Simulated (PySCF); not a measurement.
**C8H15Al: density, localisation and related maps**

```xyz
24

C     0.5045    2.3415    0.7954
C    -0.3386    1.7323    0.1829
C    -1.1973    0.8801   -0.5973
C    -1.1088   -0.5917   -0.1209
C    -1.6113   -1.4782   -1.2610
C    -2.0021   -0.7763    1.1086
C     0.3607   -0.9346    0.2032
Al    1.7112    0.3963   -0.4848
C     3.4514    0.6699    0.4419
H     1.0558    3.0054    1.3977
H    -2.2268    1.2433   -0.5622
H    -0.8407    0.9260   -1.6333
H    -1.6584   -2.5173   -0.9417
H    -0.9323   -1.4116   -2.1097
H    -2.6068   -1.1750   -1.5833
H    -1.7136   -0.0800    1.8949
H    -1.9095   -1.7893    1.4953
H    -3.0491   -0.6016    0.8613
H     0.5243   -1.9984   -0.0092
H     0.4954   -0.8621    1.2984
H     1.5735    0.9204   -1.9445
H     4.2661    0.4549   -0.2598
H     3.6481    1.6780    0.8217
H     3.5929   -0.0123    1.2886
```

Geometry: GFN2-xTB.

Theory: PySCF 2.14.0, PBE0/pcSseg-1, SCF density, gas phase, non-relativistic.

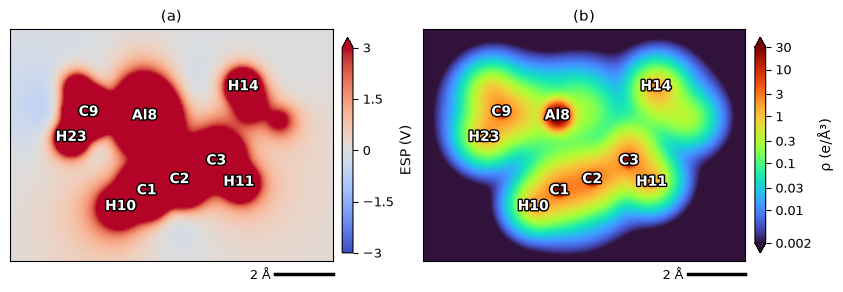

Figure 1. (a) electrostatic potential; (b) electron density on the plane of atoms C2, C3 and H11.

What do the fields say about this system?

Answer.
- Atoms in the plane: C, Al and H.
- C–C (1.21 Å): ρ at the midpoint is about 2.7 e/Å³.
- C–Al (1.99 Å): the density is about 0.67 e/Å³ at the midpoint.
- C–H (1.05 Å): ρ is about 2.1 e/Å³ halfway.
- Outside the dense part of the molecule the potential is most negative (−0.6 V) near C9.

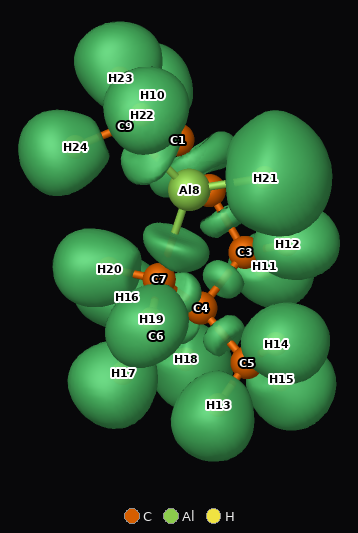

Figure 2. Isosurface of the electron localisation function at 0.8 (green), seen at an oblique angle. Core shells and regions of very low density are left out.

Where are the electrons localised?

Answer. At this value the surface marks out two regions between bonded Al–C atoms (shared pairs), six regions between bonded C–C atoms (shared pairs) and 15 regions around hydrogen nuclei. Along the contacts the grid gives the following. C–C (1.21 Å): the ELF peaks at about 0.85 between the atoms; a short, multiple covalent bond. C–Al (1.99 Å): the ELF peaks at about 0.95 between the atoms; a shared but strongly polarised pair.

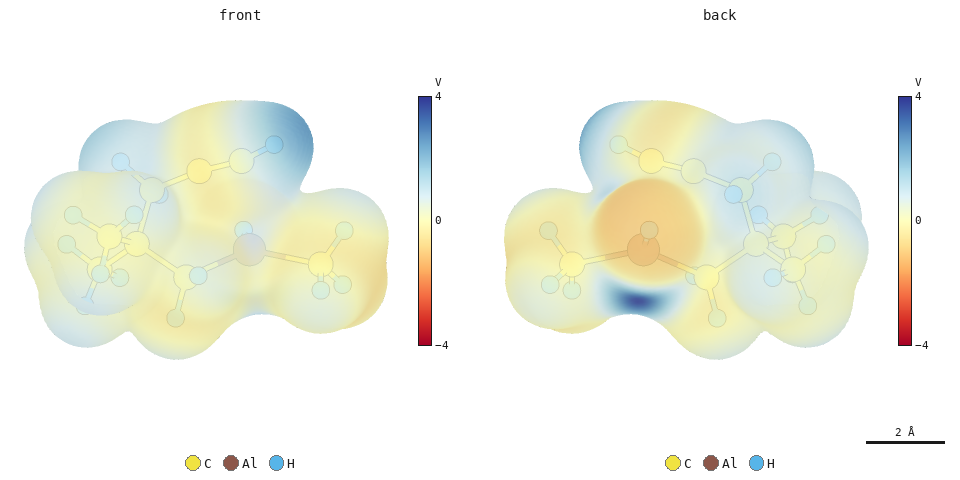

Figure 3. The electrostatic potential painted on the density surface at 0.004 e/bohr³, seen from the front and from behind; red is negative and blue positive.

Describe the electrostatic potential map.

Answer. The most negative region (about −1.0 V, or −23 kcal/mol for a unit charge) lies over H21, the most positive (about +3.0 V, or +69 kcal/mol for a unit charge) over Al8.
